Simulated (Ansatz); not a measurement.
# How fast states decay through YInCN2O2, part 2 of 3

A new crystal, YInCN2O2: structure, gap and complex bands. It is built by putting In for part of the Y in the Y2CN2O2 structure of space group P-3m1, with the volume rescaled by atomic radii. The parent structure comes from the Materials Project.

Ansatz 0.2.0; r2SCAN DFT, plane waves, PAW files (the session's first sound run).

So far, gap on the k-mesh (eV): step 3 (the bulk crystal and its band edges) 3.23.

The structure was built from a prototype and need not be the compound's stable phase.

## (4) Complex bands, plane (100), k-mesh 8×4×8

This step: r2SCAN DFT, plane waves, PAW files; complex bands by layer matching along the plane's normal (Ansatz 0.2.0).

The same crystal is laid in a cell whose first two vectors span the (100) plane (indices of the standard conventional cell, whose axes can be ordered otherwise than in the bulk input). At fixed energy and wavevector in the plane the solver finds all kz, real and complex. A few wavevectors are listed, (0, 0), (0, -0.5) and (0.5, 0) in units of the plane's reciprocal vectors; the slowest state needn't be among them.

Contents of input.yaml:

```yaml
crystal:
  lattice:
    - [3.602024165, 0.0, 0.0]
    - [0.0, 8.2315101, 0.0]
    - [1.801012083, 0.0, 3.119444432]
  atoms:
    - { symbol: In, position: [0.3333333333, 0.683428575, 0.3333333333] }
    - { symbol: "Y", position: [0.6666666667, 0.3213934691, 0.6666666667] }
    - { symbol: C, position: [0.0, 0.9956710042, 0.0] }
    - { symbol: "N", position: [0.0, 0.1441815693, 0.0] }
    - { symbol: "N", position: [0.0, 0.8460602088, 0.0] }
    - { symbol: O, position: [0.3333333333, 0.3983133036, 0.3333333333] }
    - { symbol: O, position: [0.6666666667, 0.6109518701, 0.6666666667] }
kpoints:
  mp_grid: { grid: [8, 4, 8] }
scf:
  occupations: { method: fixed }
hamiltonian:
  xc: r2scan
output:
  eigenvalues: true
  transmission:
    leads: [[0, 0]]
    kpoints: [[0.0, 0.0], [0.0, -0.5], [0.5, 0.0]]
    e_range: [-1.0, 4.23]
    de: 0.1
```

Launch:

```bash
> ansatz run input.yaml --threads 2 --pin off --max-ram 4096MiB --backend cpu --events-out ev --progress --plain --runs-dir out
```

Numbers of over 12 decimals in the logs are rounded to 6 here.

The log of the run:

```text
[...]
Crystal: 7 atoms, lattice volume = 92.492 Å³
Basis set: ecut = 500 eV, 2383 PW (Γ), exchange–correlation on 108×256×108 points (64 copies of the dense FFT grid, shifted against one another)
Bands: 32, of which v1, the nominal top of the filled ones, is band 25 counted from 1 (24 counted from 0)
Symmetry: 6 space group operations
[...]
k-points: 35 of 256 (time reversal used)
[...]
SCF iter   1: F=—  HF=-11635.892579 eV  |F-HF|=—  |Δ(HF+E_count)|=         —  Δρ=1.30e-2  dr2=2.25e-1  dr2_τ=6.45e-1  ethr=1.77e-3  ⟨swp⟩=5.0  Hψ=4129  notcnv=0  defer=174
[...]
SCF iter   8: F=-11635.974249 eV  HF=-11635.974249 eV  |F-HF|=5.15e-9  |Δ(HF+E_count)|=  7.44e-10  Δρ=8.46e-6  dr2=7.68e-8  dr2_τ=7.99e-9  ethr=2.00e-10  ⟨swp⟩=8.5  Hψ=4779  notcnv=0
SCF 1 converged in 8 iterations: F = -11635.974249 eV  dr2 = 7.68e-8
[...]
transmission: 5 of 15 steps passed
transmission: 10 of 15 steps passed
transmission: 15 of 15 steps passed
SCF converged after 8 iterations
Free energy (F): -11635.974249 eV
[...]
Internal energy: -11635.974249 eV  (E = F + TS)
E sigma→0 (E₀):  -11635.974249 eV
Fermi energy:    7.100576 eV
[...]
--- Band table (eV; the first three rows and the last of 35) ---
  k-point 0: bands = [... 21 lower, 5.7745, 6.1656, 7.0569, 7.0569, 10.3284, 11.9919, 13.7825, 13.7825, ... 3 higher]
  k-point 1: bands = [... 21 lower, 5.6409, 6.1938, 7.0283, 7.0619, 10.6787, 12.3066, 13.3594, 13.6009, ... 3 higher]
  k-point 2: bands = [... 21 lower, 5.5061, 5.9192, 6.8882, 7.0333, 11.1413, 12.6952, 13.4555, 13.6091, ... 3 higher]
  k-point 34: bands = [... 21 lower, 5.3704, 5.9688, 6.5803, 6.8143, 11.8465, 12.5356, 13.5757, 13.9313, ... 3 higher]
--- Transmission ---
  basis      : 311 plane waves across, 5 finite elements along
  points     : 3, as listed
  energies   : 53 from -1.000000 to 4.200000 eV about the Fermi level, 0.100000 eV apart; the leads are filled to 1.613905 eV, and channels, transmission and decay are at 1.600000 eV
  crystal 0  : Y1O2C1N2In1, at the sites [0, 0], period 3.1194 Å: whole cells are its period
    offset         : up to 0.0000 Å between an atom of the period and one for which it stands
    channels       : 0.000000e0 a spin
    conductance    : none, the energies end too early or step too widely for 300 K: set another output.transmission.e_range or a lower de, or, where they end at an eighth of basis.ecutwfc, a higher one
    slowest decay  : 0.4027 /Å at (0.0000, -0.5000)
```

The job ended after 74 s (2 threads of Intel Xeon Platinum 8488C (Sapphire Rapids), shared host; peak memory 1.3 GiB).

Numbers from this step:

* level to which the leads are filled: 1.614 eV from the Fermi level
* decay constant at the filling level, zone centre: 0.4264 Å⁻¹
* decay constant at the filling level, slowest listed point: 0.4027 Å⁻¹

K parallel (0, 0); values up to 1.5 1/Å, a degenerate pair printed once or twice; energies at which all values exceed this have no row. Im kz of the slowest decaying states against energy, zero at the highest filled level on the SCF mesh:

```tsv
energy (eV)	decay 1 (Å⁻¹)	decay 2 (Å⁻¹)	decay 3 (Å⁻¹)	decay 4 (Å⁻¹)
-1.000	0.0839	0.299	0.311	0.319
-0.500	0.248	0.406	0.410	0.542
0.000	0.237	0.259	0.277	0.548
0.500	0.427	0.453	0.547	0.647
1.000	0.465	0.546	0.546	0.737
1.500	0.436	0.546	0.613	0.754
2.000	0.382	0.528	0.666	0.753
2.500	0.308	0.498	0.640	0.710
3.000	0.183	0.460	0.551	0.665
3.500	0.410	0.447	0.649	0.851
4.000	0.163	0.342	0.632	0.829
```

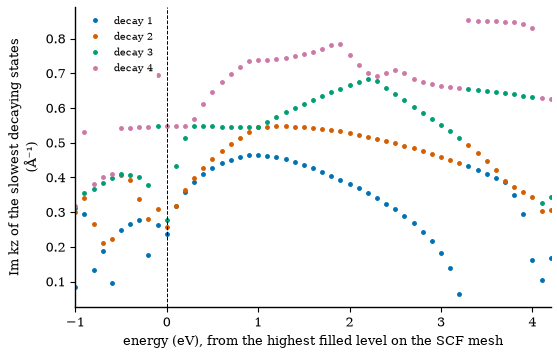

Im kz of the slowest decaying states against energy.

K parallel (0, -0.5); values up to 1.5 1/Å, a degenerate pair printed once or twice; energies at which all values exceed this have no row. Table of Im kz of the slowest decaying states by energy, zero at the highest filled level on the SCF mesh:

```tsv
energy (eV)	decay 1 (Å⁻¹)	decay 2 (Å⁻¹)	decay 3 (Å⁻¹)	decay 4 (Å⁻¹)
-1.000	0.0672	0.400	0.484	0.550
-0.500	0.333	0.471	0.488	0.564
0.000	0.0106	0.0184	0.435	0.506
0.500	0.281	0.531	0.573	0.575
1.000	0.364	0.570	0.587	0.620
1.500	0.400	0.561	0.586	0.588
2.000	0.395	0.522	0.572	0.575
2.500	0.350	0.491	0.553	0.579
3.000	0.268	0.456	0.516	0.588
3.500	0.0817	0.411	0.458	0.593
4.000	0.351	0.355	0.592	0.687
```

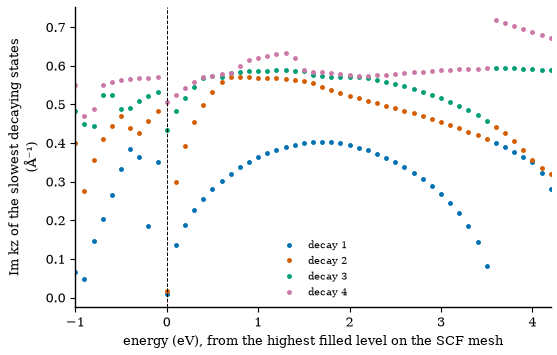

Im kz of the slowest decaying states against energy.

K parallel (0.5, 0); values up to 1.5 1/Å, a degenerate pair printed once or twice; energies at which all values exceed this have no row. Table of Im kz of the slowest decaying states by energy, zero at the highest filled level on the SCF mesh:

```tsv
energy (eV)	decay 1 (Å⁻¹)	decay 2 (Å⁻¹)	decay 3 (Å⁻¹)	decay 4 (Å⁻¹)
-1.000	0.102	0.389	0.667	0.716
-0.500	0.173	0.454	0.681	0.979
0.000	0.339	0.517	0.593	0.667
0.500	0.470	0.666	0.701	0.746
1.000	0.535	0.688	0.694	0.725
1.500	0.576	0.661	0.698	0.727
2.000	0.603	0.628	0.686	0.722
2.500	0.583	0.621	0.665	0.713
3.000	0.521	0.629	0.637	0.699
3.500	0.417	0.604	0.630	0.681
4.000	0.0795	0.569	0.625	0.657
```

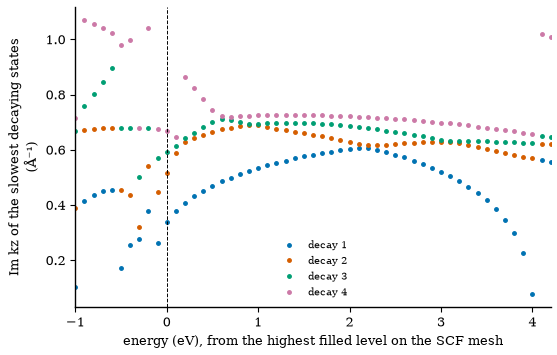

Im kz of the slowest decaying states, plotted against energy.

At the listed wavevectors the last open channel is at -0.10 eV and the next at +3.30 eV on the grid. At +1.60 eV, the grid energy nearest the filling level (the middle of the gap on the SCF mesh), the slowest state at the listed wavevectors decays with κ = 0.403 Å⁻¹, its amplitude falling by e over 2.5 Å. Through 1 nm of this crystal that state's transmission falls by exp(−2 × 0.403 Å⁻¹ × 10 Å) = 3.2e-4.

## (5) Decay over the two-dimensional zone

The listed points could miss the slowest state, so one energy near mid-gap is solved on a mesh of 14×6.

Changes to input.yaml since step 4:

```diff
@@ -21,6 +21,2 @@
   eigenvalues: true
-  transmission:
-    leads: [[0, 0]]
-    kpoints: [[0.0, 0.0], [0.0, -0.5], [0.5, 0.0]]
-    e_range: [-1.0, 4.23]
-    de: 0.1
+  transmission: { leads: [[0, 0]], kmesh: [14, 6], e_range: [1.61, 1.62], de: 0.05 }
```

The log of the run:

```text
[...]
Crystal: 7 atoms, lattice volume = 92.492 Å³
Basis set: ecut = 500 eV, 2383 PW (Γ), exchange–correlation on 108×256×108 points (64 copies of the dense FFT grid, shifted against one another)
Bands: 32, of which v1, the nominal top of the filled ones, is band 25 counted from 1 (24 counted from 0)
Symmetry: 6 space group operations
[...]
k-points: 35 of 256 (time reversal used)
[...]
SCF iter   1: F=—  HF=-11635.892579 eV  |F-HF|=—  |Δ(HF+E_count)|=         —  Δρ=1.30e-2  dr2=2.25e-1  dr2_τ=6.45e-1  ethr=1.77e-3  ⟨swp⟩=5.0  Hψ=4129  notcnv=0  defer=174
[...]
SCF iter   8: F=-11635.974249 eV  HF=-11635.974249 eV  |F-HF|=5.15e-9  |Δ(HF+E_count)|=  7.44e-10  Δρ=8.46e-6  dr2=7.68e-8  dr2_τ=7.99e-9  ethr=2.00e-10  ⟨swp⟩=8.5  Hψ=4779  notcnv=0
SCF 1 converged in 8 iterations: F = -11635.974249 eV  dr2 = 7.68e-8
[...]
transmission: 20 of 160 steps passed
transmission: 40 of 160 steps passed
[...]
transmission: 160 of 160 steps passed
SCF converged after 8 iterations
Free energy (F): -11635.974249 eV
[...]
Internal energy: -11635.974249 eV  (E = F + TS)
E sigma→0 (E₀):  -11635.974249 eV
Fermi energy:    7.100576 eV
[...]
--- Band table (eV; the first three rows and the last of 35) ---
  k-point 0: bands = [... 21 lower, 5.7745, 6.1656, 7.0569, 7.0569, 10.3284, 11.9919, 13.7825, 13.7825, ... 3 higher]
  k-point 1: bands = [... 21 lower, 5.6409, 6.1938, 7.0283, 7.0619, 10.6787, 12.3066, 13.3594, 13.6009, ... 3 higher]
  k-point 2: bands = [... 21 lower, 5.5061, 5.9192, 6.8882, 7.0333, 11.1413, 12.6952, 13.4555, 13.6091, ... 3 higher]
  k-point 34: bands = [... 21 lower, 5.3704, 5.9688, 6.5803, 6.8143, 11.8465, 12.5356, 13.5757, 13.9313, ... 3 higher]
--- Transmission ---
  basis      : 311 plane waves across, 5 finite elements along
  points     : 32, standing for a mesh of 14 x 6
  energies   : 1 from 1.610000 to 1.610000 eV about the Fermi level; the leads are filled to 1.613905 eV, and channels, transmission and decay are at 1.610000 eV
[...]
channels       : 0.000000e0 a spin
    conductance    : none, crystal 0 has no channel at the energies, or these end too early or step too widely for 300 K: set another output.transmission.e_range or a lower de, or, where they end at an eighth of basis.ecutwfc, a higher one
    slowest decay  : 0.4028 /Å at (0.0000, 0.5000)
```

Wall time 60 s (2 threads); peak memory 1.2 GiB; 2 min of CPU time.

This step gave:

```
least decay constant on the mesh : 0.4028 Å⁻¹
```

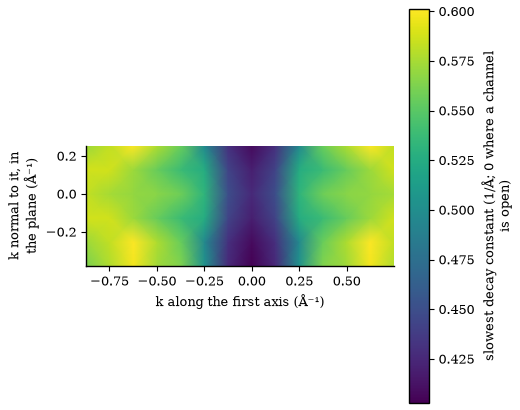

Slowest decay constant (1/Å; 0 where a channel is open) over k1 and k2. At 1.6100 eV from the Fermi level.

The least value on the mesh is 0.403 Å⁻¹ at +1.61 eV. At that energy the listed points give about 0.403 Å⁻¹ by interpolation, so the mesh holds no clearly slower state.

## (6) Complex bands, plane (001), k-mesh 8×8×4

The same for the (001) plane, at (0, 0) and (0.5, 0), to see how the decay depends on direction.

Contents of input.yaml:

```yaml
crystal:
  lattice:
    - [3.602024165, 0.0, 0.0]
    - [1.801012083, 3.119444432, 0.0]
    - [0.0, 0.0, 8.2315101]
  atoms:
    - { symbol: In, position: [0.6666666667, 0.6666666667, 0.683428575] }
    - { symbol: "Y", position: [0.3333333333, 0.3333333333, 0.3213934691] }
    - { symbol: C, position: [0.0, 0.0, 0.9956710042] }
    - { symbol: "N", position: [0.0, 0.0, 0.1441815693] }
    - { symbol: "N", position: [0.0, 0.0, 0.8460602088] }
    - { symbol: O, position: [0.6666666667, 0.6666666667, 0.3983133036] }
    - { symbol: O, position: [0.3333333333, 0.3333333333, 0.6109518701] }
kpoints:
  mp_grid: { grid: [8, 8, 4] }
scf:
  occupations: { method: fixed }
hamiltonian:
  xc: r2scan
output:
  eigenvalues: true
  transmission:
    leads: [[0, 0]]
    kpoints: [[0.0, 0.0], [0.5, 0.0]]
    e_range: [-1.0, 4.23]
    de: 0.1
```

The log of the run:

```text
[...]
Crystal: 7 atoms, lattice volume = 92.492 Å³
Basis set: ecut = 500 eV, 2383 PW (Γ), exchange–correlation on 108×108×256 points (64 copies of the dense FFT grid, shifted against one another)
Bands: 32, of which v1, the nominal top of the filled ones, is band 25 counted from 1 (24 counted from 0)
Symmetry: 6 space group operations
[...]
k-points: 35 of 256 (time reversal used)
[...]
SCF iter   1: F=—  HF=-11635.892585 eV  |F-HF|=—  |Δ(HF+E_count)|=         —  Δρ=1.30e-2  dr2=2.25e-1  dr2_τ=6.45e-1  ethr=1.77e-3  ⟨swp⟩=5.0  Hψ=4121  notcnv=0  defer=175
[...]
SCF iter   8: F=-11635.974249 eV  HF=-11635.974249 eV  |F-HF|=5.11e-9  |Δ(HF+E_count)|=   1.83e-9  Δρ=8.47e-6  dr2=7.69e-8  dr2_τ=8.01e-9  ethr=2.00e-10  ⟨swp⟩=8.4  Hψ=4762  notcnv=0
SCF 1 converged in 8 iterations: F = -11635.974249 eV  dr2 = 7.69e-8
[...]
transmission: 12 of 24 steps passed
transmission: 24 of 24 steps passed
SCF converged after 8 iterations
Free energy (F): -11635.974249 eV
[...]
Internal energy: -11635.974249 eV  (E = F + TS)
E sigma→0 (E₀):  -11635.974249 eV
Fermi energy:    7.100576 eV
[...]
--- Band table (eV; the first three rows and the last of 35) ---
  k-point 0: bands = [... 21 lower, 5.7745, 6.1656, 7.0569, 7.0569, 10.3284, 11.9919, 13.7825, 13.7825, ... 3 higher]
  k-point 1: bands = [... 21 lower, 5.7860, 6.0797, 7.0787, 7.0787, 10.4804, 12.0577, 13.7258, 13.7872, ... 3 higher]
  k-point 2: bands = [... 21 lower, 5.7968, 5.9922, 7.1006, 7.1006, 10.6458, 12.1607, 13.2337, 13.7918, ... 3 higher]
  k-point 34: bands = [... 21 lower, 5.3704, 5.9688, 6.5803, 6.8143, 11.8465, 12.5356, 13.5757, 13.9313, ... 3 higher]
--- Transmission ---
  basis      : 121 plane waves across, 12 finite elements along
  points     : 2, as listed
[...]
crystal 0  : C1N2Y1O2In1, at the sites [0, 0], period 8.2315 Å: whole cells are its period
[...]
channels       : 0.000000e0 a spin
[...]
slowest decay  : 0.3948 /Å at (0.0000, 0.0000)
```

Wall time 14 s (2 threads); peak memory 0.68 GiB; 28 s of CPU time.

This step gave:

| Property | Result |
| --- | --- |
| decay constant at the filling level, zone centre | 0.3948 Å⁻¹ |
| decay constant at the filling level, slowest listed point | 0.3948 Å⁻¹ |

K parallel (0, 0); values up to 1.5 1/Å, a degenerate pair printed once or twice; energies at which all values exceed this have no row. Im kz of the slowest decaying states against energy, zero at the highest filled level on the SCF mesh:

```tsv
energy (eV)	decay 1 (Å⁻¹)	decay 2 (Å⁻¹)	decay 3 (Å⁻¹)	decay 4 (Å⁻¹)
-1.000	0.774	0.825	1.44	-
-0.500	0.303	0.469	0.819	1.09
0.000	0.0195	0.375	0.808	1.13
0.500	0.405	0.467	0.793	1.14
1.000	0.412	0.544	0.774	1.13
1.500	0.399	0.584	0.751	1.12
2.000	0.368	0.607	0.724	1.10
2.500	0.312	0.619	0.692	1.07
3.000	0.197	0.621	0.652	1.04
3.500	0.601	0.616	1.01	1.36
4.000	0.225	0.529	0.604	0.969
```

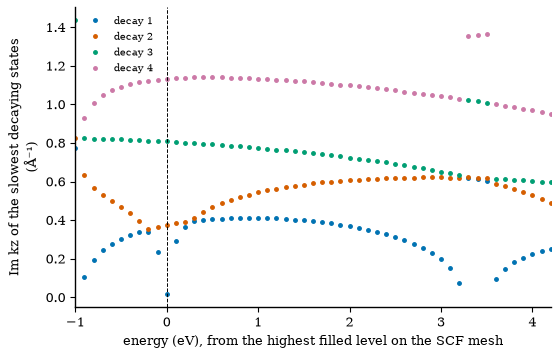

Im kz of the slowest decaying states, plotted against energy.

K parallel (0.5, 0); values up to 1.5 1/Å, a degenerate pair printed once or twice; energies at which all values exceed this have no row. Im kz of the slowest decaying states against energy, zero at the highest filled level on the SCF mesh:

```tsv
energy (eV)	decay 1 (Å⁻¹)	decay 2 (Å⁻¹)	decay 3 (Å⁻¹)	decay 4 (Å⁻¹)
-1.000	0.0278	0.287	0.336	0.905
-0.500	0.263	0.414	0.893	1.39
0.000	0.418	0.462	0.873	1.36
0.500	0.491	0.513	0.848	1.33
1.000	0.538	0.541	0.817	1.29
1.500	0.513	0.559	0.635	0.775
2.000	0.466	0.567	0.730	1.21
2.500	0.422	0.568	0.739	1.17
3.000	0.365	0.563	0.738	1.12
3.500	0.277	0.550	0.668	0.788
4.000	0.0473	0.531	0.617	0.797
```

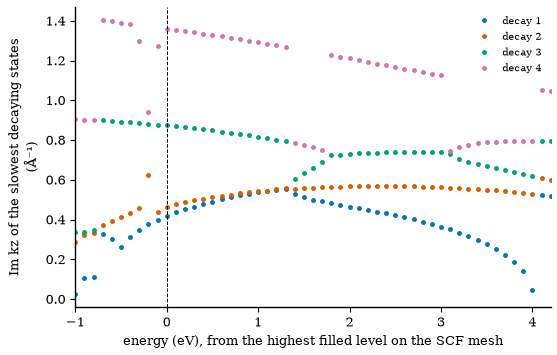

Im kz of the slowest decaying states against energy.

At the listed wavevectors the last open channel is at -0.60 eV and the next at +3.30 eV on the grid, wider than the gap, since narrow bands can fall between grid energies. At +1.60 eV, the grid energy nearest the filling level (the middle of the gap on the SCF mesh), the slowest state at the listed wavevectors decays with κ = 0.395 Å⁻¹, its amplitude falling by e over 2.5 Å; the first such run, plane (100), gave 0.403 Å⁻¹.

## (7) Band edges at another level, cutoff 420 eV

This step: LDA DFT, plane waves, PAW files (Ansatz 0.2.0).

The edges again with LDA, at the same atoms. Against that run the cutoff is 420 eV against 500.

Contents of input.yaml:

```yaml
crystal:
  lattice:
    - [3.6020241653, 0.0, 0.0]
    - [-1.8010120827, 3.1194444322, 0.0]
    - [0.0, 0.0, 8.2315101003]
  atoms:
    - { symbol: In, position: [0.3333333333, 0.6666666667, 0.683428575] }
    - { symbol: "Y", position: [0.6666666667, 0.3333333333, 0.3213934691] }
    - { symbol: C, position: [0.0, 0.0, -0.0043289958] }
    - { symbol: "N", position: [0.0, 0.0, 0.1441815693] }
    - { symbol: "N", position: [0.0, 0.0, 0.8460602088] }
    - { symbol: O, position: [0.3333333333, 0.6666666667, 0.3983133036] }
    - { symbol: O, position: [0.6666666667, 0.3333333333, 0.6109518701] }
kpoints:
  mp_grid: { grid: [8, 8, 4] }
  band_path: { path: [VBM, CBM], npoints: 30 }
scf:
  occupations: { method: fixed }
hamiltonian:
  xc: lda
output:
  eigenvalues: true
```

The log of the run:

```text
[...]
Crystal: 7 atoms, lattice volume = 92.492 Å³
Basis set: ecut = 420 eV, 1755 PW (Γ)
Bands: 32, of which v1, the nominal top of the filled ones, is band 25 counted from 1 (24 counted from 0)
Symmetry: 6 space group operations
[...]
k-points: 35 of 256 (time reversal used)
[...]
SCF iter   1: F=—  HF=-11309.100456 eV  |F-HF|=—  |Δ(HF+E_count)|=         —  Δρ=1.41e-2  dr2=2.31e-1  ethr=1.77e-3  ⟨swp⟩=5.0  Hψ=4131  notcnv=0  defer=174
[...]
SCF iter   9: F=-11309.034457 eV  HF=-11309.034457 eV  |F-HF|=1.60e-8  |Δ(HF+E_count)|=   3.76e-8  Δρ=6.99e-6  dr2=4.22e-8  ethr=2.00e-10  ⟨swp⟩=9.9  Hψ=3895  notcnv=0
SCF 1 converged in 9 iterations: F = -11309.034457 eV  dr2 = 4.22e-8
[...]
SCF converged after 9 iterations
Free energy (F): -11309.034457 eV
[...]
Internal energy: -11309.034457 eV  (E = F + TS)
E sigma→0 (E₀):  -11309.034457 eV
Fermi energy:    7.035104 eV
[...]
--- Band table (eV; the first three rows and the last of 35) ---
  k-point 0: bands = [... 21 lower, 5.6987, 6.1369, 6.9900, 6.9900, 9.7091, 11.2237, 13.0363, 13.0363, ... 3 higher]
  k-point 1: bands = [... 21 lower, 5.7133, 6.0512, 7.0126, 7.0126, 9.8581, 11.2898, 12.9582, 13.0413, ... 3 higher]
  k-point 2: bands = [... 21 lower, 5.7266, 5.9657, 7.0351, 7.0351, 10.0184, 11.3940, 12.4854, 13.0462, ... 3 higher]
  k-point 34: bands = [... 21 lower, 5.3044, 5.9356, 6.5023, 6.7455, 11.0943, 11.8434, 12.8607, 13.1548, ... 3 higher]
```

Elapsed: 12 s, on 2 threads; peak memory 0.45 GiB; 23 s of CPU time.

This step gave:

```
free energy        : -11309.0345 eV
Fermi energy       : 7.035 eV
gap on the k-mesh  : 2.674 eV
gap on path        : 2.674 eV, by band count; negative where bands overlap
direct gap on path : 2.719 eV
```

Electronic bands along the path, in eV, zero at the Fermi level (highest filled level under fixed occupations); v1 is the highest filled band, c1 the lowest empty one:

```tsv
point	v4	v3	v2	v1	c1	c2	c3	c4
VBM	-1.31	-1.07	0.00	0.00	2.98	4.36	5.45	6.01
CBM	-1.34	-0.90	-0.05	-0.05	2.67	4.19	6.00	6.00
```

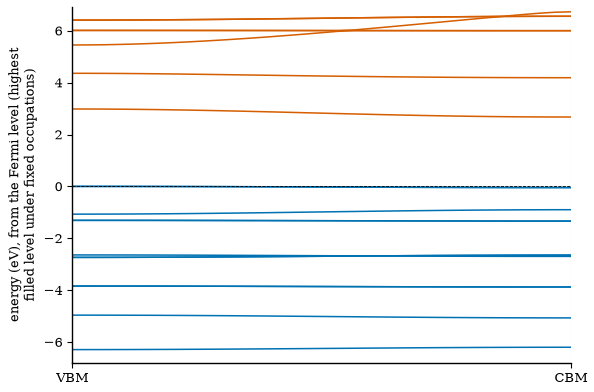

Electronic bands along the path; lines of filled and empty bands in two colours.

The searched edges give 2.67 eV, as on the mesh.

Between step 3 and this run (LDA and cutoff 420 eV) the value for the gap on the k-mesh moves from 3.23 eV to 2.67 eV.

[end of part 2 of 3]

[Logs are printed without paths, hosts, clocks, repeated set-up lines and the standing remarks that a program may print on its own settings, such as how far it seeks lower states.]

[Hosts, paths, dates, database ids (printed as entryN), source tags and the programs' standing remarks are cut or masked in the printed files.]

[New means built here by substitution; the compound itself may be known and measured.]
